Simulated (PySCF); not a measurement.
**C2H5GeNO (SMILES C[O][GeH2][C]#N): levels of theory compared**

Aim: a comparison of 5 runs (HF/STO-3G, M06-2X/STO-3G, B3LYP/6-31G*, M06-2X/6-31G*, MP2/STO-3G) of C2H5GeNO. The job is set up through a Python script.

The calculation is run with PySCF 2.14.0.

## 1. The molecule

C2H5GeNO has 10 atoms, charge 0, and is taken as a singlet. SMILES: `C[O][GeH2][C]#N`. The coordinates come from a PBE0-D4/def2-TZVP relaxation. This is one conformer, not always the lowest.

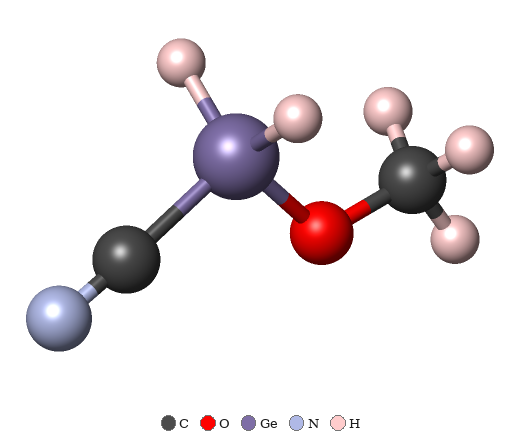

The structure, seen from a chosen angle (carbon dark grey, oxygen red, germanium purple, nitrogen light blue, hydrogen pink).

## 2. Energy and forces at HF/STO-3G (run 1)

The input, input.py:

```python
import pyscf.grad
from pyscf import gto, scf

system = gto.M(
    atom='''
C   -1.161300   1.208100   0.527700
O   -0.626600   0.312000  -0.422000
Ge   0.794500  -0.630400   0.035000
C    1.154900  -1.686600  -1.526900
N    1.407100  -2.338500  -2.441300
H   -0.441400   1.985800   0.813100
H   -1.498200   0.694000   1.436900
H   -2.025300   1.695000   0.072300
H    1.999000   0.280800   0.302900
H    0.480500  -1.571100   1.205200
''',
    verbose=4,
    spin=0,
    basis='sto-3g',
    max_memory=1860,
)

calc0 = scf.RHF(system)
calc0.conv_tol = 1e-10
calc0.kernel()
if not calc0.converged:
    calc0 = calc0.newton().run(calc0.mo_coeff, calc0.mo_occ)

energy = calc0.e_tot
print('Final energy', energy)
grad = calc0.Gradients().kernel()
calc0.analyze()
```

On the command line:

```bash
$ OMP_NUM_THREADS=1 python input.py
```

Log:

```text
PySCF version 2.14.0

[... 67 lines left out ...]
Final energy -2257.0759459451765
[... 20 lines left out ...]
MO #1   energy= -400.637552840266  occ= 2
[... 6 lines left out ...]
MO #8   energy= -11.1002619188487  occ= 2
[... 6 lines left out ...]
MO #15  energy= -1.14691463381127  occ= 2
[... 6 lines left out ...]
MO #22  energy= -0.713811161790431 occ= 2
[... 6 lines left out ...]
MO #29  energy= -0.410243721867912 occ= 2
[... 6 lines left out ...]
MO #36  energy= 0.428089534063889  occ= 0
[... 6 lines left out ...]
MO #43  energy= 1.26001850368966   occ= 0
[... 56 lines left out ...]
Dipole moment(X, Y, Z, Debye): -0.05179,  1.89791,  3.81755
```

Run time: 3.9 s. Hardware: 1 thread of Intel Xeon at 2.70GHz, shared host; peak memory 0.12 GiB.

## 3. Energy and gradient at M06-2X/STO-3G (run 2)

The input, job.py:

```python
from pyscf import gto, dft

mol = gto.Mole()
mol.atom = '''
C       -1.161300       1.208100       0.527700
O       -0.626600       0.312000      -0.422000
Ge       0.794500      -0.630400       0.035000
C        1.154900      -1.686600      -1.526900
N        1.407100      -2.338500      -2.441300
H       -0.441400       1.985800       0.813100
H       -1.498200       0.694000       1.436900
H       -2.025300       1.695000       0.072300
H        1.999000       0.280800       0.302900
H        0.480500      -1.571100       1.205200
'''
mol.verbose = 4
mol.max_memory = 1860
mol.spin = 0
mol.basis = 'sto-3g'
mol.charge = 0
mol.build()

mf = dft.RKS(mol)
mf.xc = 'm06-2x'
mf.conv_tol = 1e-10
mf.grids.level = 5
mf.kernel()
if not mf.converged:
    mf = mf.newton().run(mf.mo_coeff, mf.mo_occ)

etot = mf.e_tot
print('Final energy', etot)
grad = mf.nuc_grad_method().kernel()
mf.analyze()
```

On the command line:

```bash
$ OMP_NUM_THREADS=1 python job.py
```

Log:

```text
PySCF version 2.14.0

[... 80 lines left out ...]
Final energy -2259.503156468946
[... 21 lines left out ...]
MO #1   energy= -396.505001365729  occ= 2
[... 6 lines left out ...]
MO #8   energy= -10.439963739426   occ= 2
[... 6 lines left out ...]
MO #15  energy= -0.959703287820834 occ= 2
[... 6 lines left out ...]
MO #22  energy= -0.474015246326656 occ= 2
[... 6 lines left out ...]
MO #29  energy= -0.333634514058107 occ= 2
[... 6 lines left out ...]
MO #36  energy= 0.27603387828273   occ= 0
[... 6 lines left out ...]
MO #43  energy= 0.987716903139453  occ= 0
[... 56 lines left out ...]
Dipole moment(X, Y, Z, Debye): -0.28941,  1.99120,  3.60910
```

Run time: 39 s. Hardware: 1 thread of Intel Xeon at 2.70GHz, shared host; peak memory 0.47 GiB.

Runs 3 to 4 aren't shown in full; the table further down has their settings and results.

## 4. Energy and forces at MP2/STO-3G (run 5)

The input, calc.py:

```python
import pyscf.grad
from pyscf import gto, scf, mp

system = gto.Mole()
system.atom = [
    ('C', (-1.161300, 1.208100, 0.527700)),
    ('O', (-0.626600, 0.312000, -0.422000)),
    ('Ge', (0.794500, -0.630400, 0.035000)),
    ('C', (1.154900, -1.686600, -1.526900)),
    ('N', (1.407100, -2.338500, -2.441300)),
    ('H', (-0.441400, 1.985800, 0.813100)),
    ('H', (-1.498200, 0.694000, 1.436900)),
    ('H', (-2.025300, 1.695000, 0.072300)),
    ('H', (1.999000, 0.280800, 0.302900)),
    ('H', (0.480500, -1.571100, 1.205200)),
]
system.verbose = 3
system.charge = 0
system.max_memory = 1860
system.basis = 'sto-3g'
system.build()

mf = scf.RHF(system)
mf.conv_tol = 1e-10
mf.kernel()
if not mf.converged:
    mf = mf.newton().run(mf.mo_coeff, mf.mo_occ)

pt = mp.MP2(mf, frozen=13).run()
e_final = pt.e_tot
print('Final energy', e_final)
grad = pt.Gradients().kernel()
mf.analyze()
```

On the command line:

```bash
$ OMP_NUM_THREADS=1 python calc.py
```

Log:

```text
converged SCF energy = -2257.07594594518
E(RMP2) = -2257.35046599307  E_corr = -0.274520047890755
E(SCS-RMP2) = -2257.35972267549  E_corr = -0.283776730314751
Final energy -2257.3504659930672
--------------- RMP2 gradients ---------------
         x                y                z
0 C    -0.0067882393    -0.0003745058    -0.0122182289
1 O    -0.0129357492     0.0273709924     0.0347762582
2 Ge    -0.0107927538     0.0053141321    -0.0073274935
3 C     0.0425649840    -0.1142450428    -0.1629648440
4 N    -0.0383780118     0.1005972371     0.1419996983
5 H    -0.0060279420    -0.0132184994    -0.0083451190
6 H     0.0061202282     0.0016377848    -0.0155426593
7 H     0.0135030995    -0.0085056720     0.0052688008
8 H     0.0211531373     0.0187346720     0.0033928530
9 H    -0.0084187529    -0.0173110983     0.0209607344
----------------------------------------------
**** MO energy ****
MO #1   energy= -400.637552840266  occ= 2
MO #2   energy= -50.4788433375724  occ= 2
MO #3   energy= -45.5430590200402  occ= 2
MO #4   energy= -45.5426877189125  occ= 2
MO #5   energy= -45.5424708027513  occ= 2
MO #6   energy= -20.2197115764219  occ= 2
MO #7   energy= -15.3371198272809  occ= 2
MO #8   energy= -11.1002619188487  occ= 2
MO #9   energy= -11.0016221232226  occ= 2
MO #10  energy= -6.5579183931469   occ= 2
MO #11  energy= -4.60019080295854  occ= 2
MO #12  energy= -4.59885359315628  occ= 2
MO #13  energy= -4.59815640675148  occ= 2
MO #14  energy= -1.2734678223978   occ= 2
MO #15  energy= -1.14691463381127  occ= 2
MO #16  energy= -0.886784008462952 occ= 2
MO #17  energy= -0.752563188910409 occ= 2
MO #18  energy= -0.740570893398826 occ= 2
MO #19  energy= -0.740530239163638 occ= 2
MO #20  energy= -0.738206504848713 occ= 2
MO #21  energy= -0.736717839121221 occ= 2
MO #22  energy= -0.713811161790431 occ= 2
MO #23  energy= -0.594371469070132 occ= 2
MO #24  energy= -0.591125132760213 occ= 2
MO #25  energy= -0.538260210444661 occ= 2
MO #26  energy= -0.517897845656428 occ= 2
MO #27  energy= -0.481944077728336 occ= 2
MO #28  energy= -0.434205854793731 occ= 2
MO #29  energy= -0.410243721867912 occ= 2
MO #30  energy= -0.401642641118425 occ= 2
MO #31  energy= -0.359021974854885 occ= 2
MO #32  energy= -0.345474600182159 occ= 2
MO #33  energy= 0.32595343852426   occ= 0
MO #34  energy= 0.349602985259668  occ= 0
MO #35  energy= 0.415953664407036  occ= 0
MO #36  energy= 0.428089534063889  occ= 0
MO #37  energy= 0.507375641811502  occ= 0
MO #38  energy= 0.565576613470316  occ= 0
MO #39  energy= 0.659204990629711  occ= 0
MO #40  energy= 0.688627188397523  occ= 0
MO #41  energy= 0.696946908802115  occ= 0
MO #42  energy= 0.744568517222382  occ= 0
MO #43  energy= 1.26001850368966   occ= 0
 ** Mulliken atomic charges  **
charge of    0C =     -0.00617
charge of    1O =     -0.30604
charge of    2Ge =      0.72637
charge of    3C =     -0.16240
charge of    4N =     -0.12255
charge of    5H =      0.02061
charge of    6H =      0.02063
charge of    7H =      0.03946
charge of    8H =     -0.10495
charge of    9H =     -0.10496
Dipole moment(X, Y, Z, Debye): -0.05179,  1.89791,  3.81755
```

Run time: 8.4 s. Hardware: 1 thread of Intel Xeon at 2.70GHz, shared host; peak memory 0.17 GiB.

## 5. The series

```
run                                level  integration grid  frozen core orbitals   energy (Eh)  dipole moment (D) of the reference  HOMO energy (eV)  LUMO energy (eV)  wall time
  1                            HF/STO-3G                 –                     –  -2257.075946                                4.26             -9.40              8.87      3.9 s
  2                        M06-2X/STO-3G                 5                     –  -2259.503156                                4.13             -6.47              4.92       39 s
  3   B3LYP/6-31G* (spherical functions)                 5                     –  -2285.932305                                4.67             -7.93             -0.85       59 s
  4  M06-2X/6-31G* (spherical functions)                 5                     –  -2285.798370                                4.69             -9.82              0.21       87 s
  5                           MP2/STO-3G                 –                    13  -2257.350466                                4.26             -9.40              8.87      8.4 s
```

## 6. Summary of results

| quantity | value |
| --- | --- |
| run 5: total energy | -2257.35047 Eh |
| run 5: dipole moment (Hartree–Fock density) | 4.26 D |
| run 5: HOMO energy (Hartree–Fock orbitals) | -9.40 eV |
| run 5: LUMO energy (Hartree–Fock orbitals) | 8.87 eV |
| run 5: HOMO–LUMO gap (Hartree–Fock orbitals) | 18.27 eV |
| run 5: correlation energy (13 core orbitals frozen) | -274.5 mEh |
| run 5: largest force on an atom | 10.466 eV/Å |

In words: Over runs 1, 2, 3, 4 the dipole moment (its size) runs from 4.13 D (M06-2X/STO-3G) to 4.69 D (M06-2X/6-31G*). Over runs 1, 2, 3, 4 the HOMO–LUMO gap runs from 7.08 eV (B3LYP/6-31G*) to 18.27 eV (HF/STO-3G). The two ends differ in method and basis. Totals of different functionals can't be ranked against each other. In runs 1, 2, 5 the basis is minimal, so the values are rough. All runs together took 3.3 min, the longest 87 s.
